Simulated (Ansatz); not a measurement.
The starting structures come from a database of crystals and need not be the phases stable at ambient conditions.

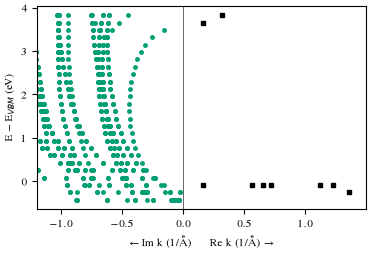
Complex bands at the centre of the two-dimensional zone; r2SCAN in Ansatz (a first-principles code)

The gap is the functional's own. No spin-orbit coupling. Mid-gap values are interpolated on the energy grid.

Problem. This is RbBiF6 (R-3, not sure to be the ambient phase, 8 atoms a cell, 16.5 Å³ an atom, -2 GPa at this level) along the normal of (100). Read off the slowest decay at the centre of the two-dimensional zone at 1.78 eV, the computed energy nearest the middle of the gap.

Solution. κ ≈ 0.44 1/Å, a decay length 1/(2κ) of the density of 1.1 Å.
